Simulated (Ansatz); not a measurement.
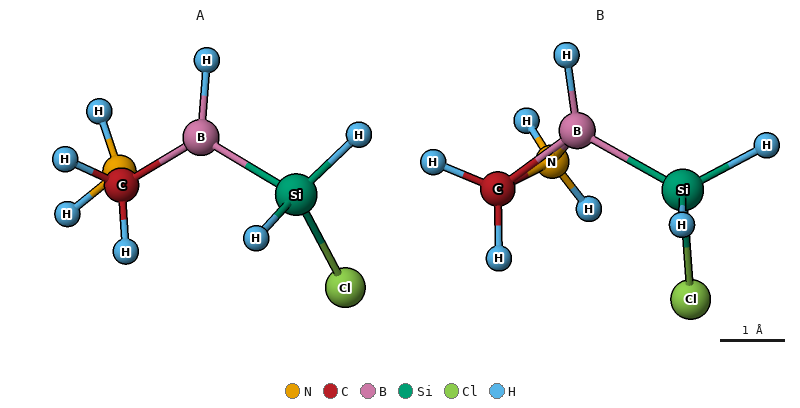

Two geometries of CH7BClNSi (coarse preliminary run), drawn at one scale. One is the start of a relaxation, the other its converged end. The picture is a ball-and-stick view, seen from a free direction.

Level of theory: RKS PBE-D4/def2-SVP (Ansatz 0.2.0). (force threshold 0.03 eV/Å; at most 200 steps)

Q: Which geometry has the lower energy?

A: Structure B is the relaxed one. The start comes from a force field. An H atom moves most after the best rigid fit: 1.97 Å. Largest moves by element: H 1.97 Å, Cl 0.93 Å, N 0.74 Å, C 0.44 Å, B 0.39 Å, Si 0.34 Å. Among the contacts that change: B–N 2.440 → 1.603 Å, H–N 1.123 → 1.033 Å, H–Si 1.434 → 1.508 Å, Cl–Si 2.077 → 2.151 Å. Bond angles that change, for instance: N–C–B 108.1° → 62.6°, B–Si–H 104.2° → 117.0°, B–C–H 110.0° → 122.5°. The energy falls by 40.7 kcal/mol in 21 geometry steps. The largest force component goes from 3.1 to 0.018 eV/Å. Cost: 36 s on 4 threads of Arm Neoverse V1, on a shared host.
